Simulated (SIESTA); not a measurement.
**How far to go with the k-point mesh: Pt (Fm-3m, 1 atom in the cell)**

```xyz
1
Lattice="0.0000 1.9541 1.9541 1.9541 0.0000 1.9541 1.9541 1.9541 0.0000" Properties=species:S:1:pos:R:3 pbc="T T T"
Pt     0.0000     0.0000     0.0000
```

Computed with SIESTA with GGA PBEsol, numerical atomic orbitals DZP, PseudoDojo PBEsol standard norm-conserving potentials (rewritten from UPF to PSML).

Base settings: XC.functional = GGA; XC.authors = PBEsol; potentials = PseudoDojo PBEsol standard; PAO.BasisSize = DZP; PAO.EnergyShift = 0.005 Ry; MeshCutoff = 400 Ry; kgrid.MonkhorstPack = 7 7 7; OccupationFunction = MP; OccupationMPOrder = 0; ElectronicTemperature = 0.1 eV.

Only quantities that move along the ladder and can be compared are tabulated.

The starting cell has typed, rounded lattice constants, without a prior relaxation at this level. Its lattice was rescaled by up to half a per cent. Spin polarisation is off. Values carry the incompleteness of an atom-centred basis. In the base run, with a pressure of about 4 GPa the cell is away from its equilibrium volume at this level.

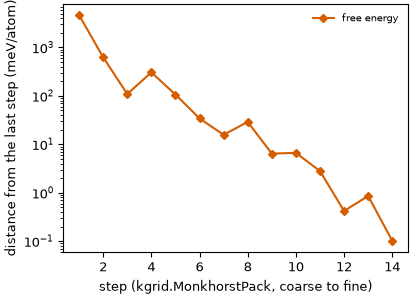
Fig. 1. Distance from the last step along the ladder; very small values are drawn at a floor.

| kgrid.MonkhorstPack | free energy less the last step's (meV/atom) | pressure (GPa) |
|---|---|---|
| 2 2 2 | 4653.06 | 70.14 |
| 3 3 3 | 625.46 | 12.19 |
| 4 4 4 | -109.38 | 0.27 |
| 5 5 5 | 306.06 | 7.23 |
| 6 6 6 | -106.65 | -0.54 |
| 7 7 7 | 34.29 | 3.76 |
| 8 8 8 | 15.75 | 1.60 |
| 9 9 9 | -29.03 | 1.77 |
| 11 11 11 | -6.42 | 1.92 |
| 14 14 14 | -6.67 | 2.08 |
| 17 17 17 | -2.81 | 2.21 |
| 19 19 19 | -0.42 | 2.19 |
| 23 23 23 | 0.86 | 2.23 |
| 28 28 28 | 0.10 | 2.22 |
| 35 35 35 | 0.00 | 2.22 |

Coarsest kgrid.MonkhorstPack that holds the pressure within 0.1 GPa of the last step, with all finer ones: 17 17 17; the step before is off by 0.14 GPa.

Coarsest kgrid.MonkhorstPack that holds the free energy within 1 meV/atom of the last step, with all finer ones: 19 19 19; the step before is off by 2.8 meV/atom.

Two neighbours can agree and both be off: 11 11 11 and 14 14 14 differ by 0.26 meV/atom in the free energy, yet lie about 6.7 meV/atom from the last step.
